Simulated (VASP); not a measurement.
ZrNbP2

```xyz
4
Lattice="4.4733 0.0000 0.0000 -2.2367 3.8740 0.0000 0.0000 0.0000 5.1444" Properties=species:S:1:pos:R:3 pbc="T T T"
Zr    0.0000    0.0000    0.0000
Nb    0.0000    0.0000    2.5722
P     0.0000    2.5827    2.5722
P     2.2367    1.2913    2.5722
```

Space group P6/mmm; a generated structure, not necessarily the stable one.

Computed with Kohn-Sham DFT of a periodic cell, PBE, VASP PAW PBE potentials, recommended (VASP 6.6.1).

Predict the valence pseudo-density and electron localisation function between the atoms.

Zr–Nb (2.57 Å): ρ at the midpoint is about 0.51 e/Å³; the ELF is about 0.35 at the midpoint.
Nb–P (2.58 Å): ρ is about 0.43 e/Å³ halfway; the ELF peaks at about 0.90 in the valence shell of P, 0.8 Å from its nucleus, and is about 0.40 at the midpoint.
Zr–P (3.65 Å): ρ at the midpoint is about 0.14 e/Å³; the ELF is about 0.35 at the midpoint and 0.20 at its lowest between the atoms: no localised pair shows between them.

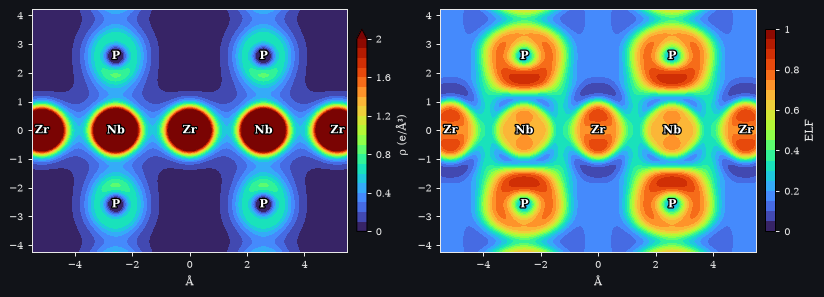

Computed valence pseudo-density and electron localisation function on the (110) plane of the conventional cell, in this order. 
